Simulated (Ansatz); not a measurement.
The parent structure is MgO in the rock salt structure (space group Fm-3m, No. 225; a = 4.214 Å). Axes: x, y, z lie along the cube axes.

Modification: a free-standing slab of 4 layers (8 atoms, 2 a layer) is cut normal to the z axis, with 15 Å of vacuum and the in-plane cell held at bulk.

Calculations: PBEsol, PAW, 420 eV (Ansatz, a first-principles code; without spin-orbit coupling).

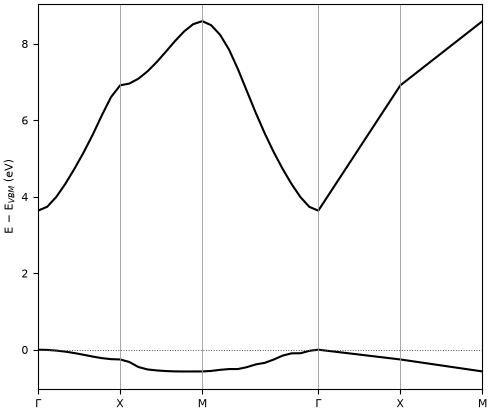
*Highest valence and lowest conduction band along the path of the changed cell's own zone*

Question: From the figure, how large is the changed gap, and is it direct?

Answer: About 3.6 eV, direct at Γ.

Stability against distortions was not tested. Labels are those of the standard path for the cell's own space group.
